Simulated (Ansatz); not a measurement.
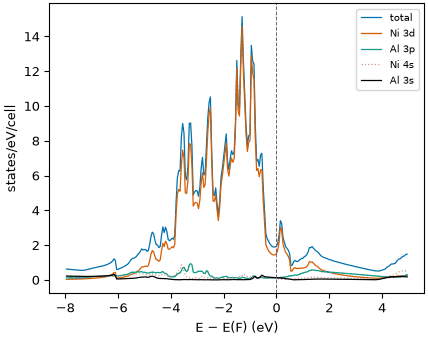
Figure: Total and projected density of states of AlNi3 (Cu3Au type, Pm-3m), the program Ansatz at the r²SCAN level (PAW)

Q: Which orbitals carry the states next to the Fermi level?

A: Within 0.5 eV of the Fermi level: Ni 3d 81 %, Al 3p 6 %, Al 3s 5 %. Projections are on Löwdin-orthogonalised atomic valence shells; empty p or d shells of many metals are not among them.

Q: Where is the tallest occupied peak in this window, and what makes it?

A: Near -1.3 eV, about 15 states/eV per cell; the largest projected share is Ni 3d.

The r²SCAN relaxation kept the symmetry of its start. The final state is ferromagnetic, the only order run, not a proven ground state. Other orbital occupations within this spin state were not tried.

Potentials: the later of the program's two PAW sets.
